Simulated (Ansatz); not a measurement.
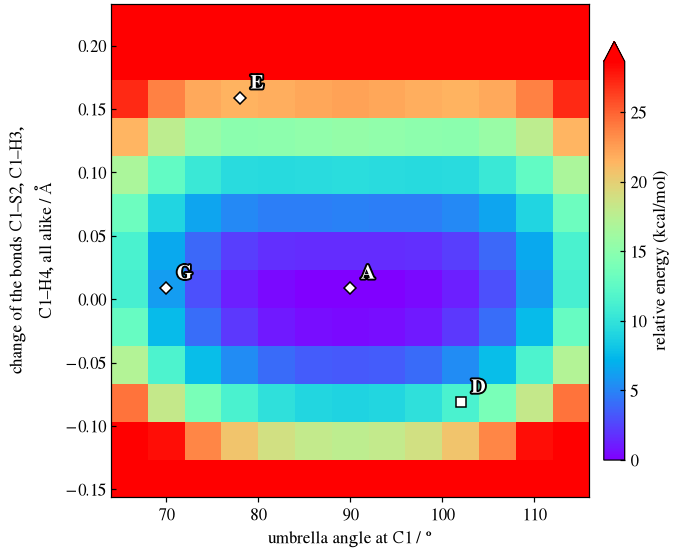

CH3S, SMILES [CH2]S, spin multiplicity 2. Coordinates scanned: (1) umbrella angle at C1 (between each of its bonds and their common axis; 90 is planar); (2) change of the bonds C1–S2, C1–H3, C1–H4, all alike. Nothing is relaxed (all other coordinates rigid). Grid: 13 × 13 points; 102 points were computed and 67 follow by symmetry. Points are written as (first, second). All energies are given in kcal/mol relative to the lowest grid point. These are results of UKS r2SCAN0-D4/def2-TZVP in Ansatz, not measurements.

In the figure: one coloured cell a grid point, one colour for all values above the top of the scale, lettered points.

### Is D the lowest point of the computed grid?

No. D lies 11.3 kcal/mol above the lowest grid point, which is at (90°, 0.009 Å).

### What kind of point is each of A, D, E, G: minimum, saddle, maximum or slope?

A: minimum; D: on a slope; E: on a slope; G: on a slope. (In these two coordinates alone; a stationary point may lie a little off the grid point.)

### Rank the lettered points by energy, lowest first.

A (0.0 kcal/mol), G (6.1 kcal/mol), D (11.3 kcal/mol), E (21.5 kcal/mol).
